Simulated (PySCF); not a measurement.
In(NH2)2(NMe2), C2H10InN3, SMILES [NH2][In]([N](C)C)[NH2], GFN2-xTB optimised geometry. Atoms within 1.6 Å of the plane z = 0.0 Å (x, y, z in Å): In1 (0.19, 0.50, 0.00), N2 (2.26, 0.50, 0.00), H3 (2.61, 1.35, -0.44), H4 (2.67, -0.28, -0.52), N5 (-0.77, 2.33, 0.00), H6 (-1.78, 2.25, -0.10), H7 (-0.45, 2.93, -0.75), N8 (-0.76, -1.12, 0.99), C9 (0.09, -2.28, 1.14), C10 (-2.09, -1.47, 0.58), H12 (0.10, -2.93, 0.25), H13 (1.10, -1.95, 1.37), H14 (-2.12, -2.10, -0.32), H15 (-2.58, -2.04, 1.39), H16 (-2.67, -0.56, 0.41).

Level of theory: PySCF with PBE0/def2-TZVP, def2 effective core potentials past Kr. The core electrons that the potentials of In replace are not part of the density. Cells within 0.4 Å of a nucleus heavier than hydrogen are left out (blank, or x).

Map of the log10 of the electron density (e/bohr³), floored at −4 on the plane z = 0.0 Å:

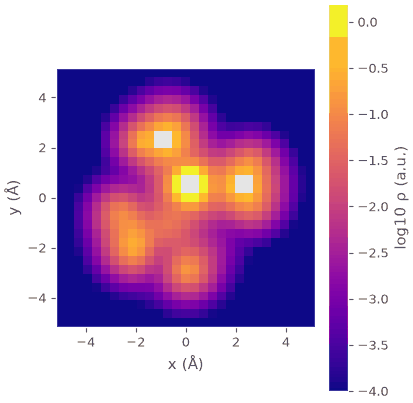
Figure: Log10 of the electron density (e/bohr³), floored at −4 on the plane z = 0.0 Å.
